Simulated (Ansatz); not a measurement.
Al2Au, response to strain

The reference is Al$_{2}$Au (space group Fm-3m, No. 225; a = 6.003 Å; relaxed with 0.1 eV smearing). Axes: x, y, z lie along the cube axes.

Strains are applied to the cell and any free atomic positions relax; under biaxial strain the out-of-plane vector relaxes too.

The values are results of PBEsol (Ansatz, a first-principles code), scalar-relativistic without spin-orbit coupling, not measurements.

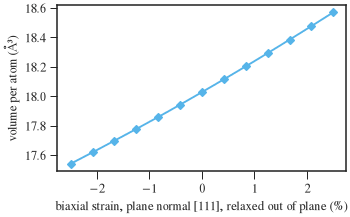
Figure. Volume per atom against biaxial strain, plane normal [111], relaxed out of plane

Problem. From the plot, what is the volume per atom for biaxial strain −2.08 %, plane normal [111], relaxed out of plane?

Solution. About 17.62 Å³.

Problem. Is the trend monotonic over the range shown?

Solution. Yes, it rises throughout, spanning 17.54 Å³ to 18.57 Å³.

Whether these cells are dynamically stable was not tested.
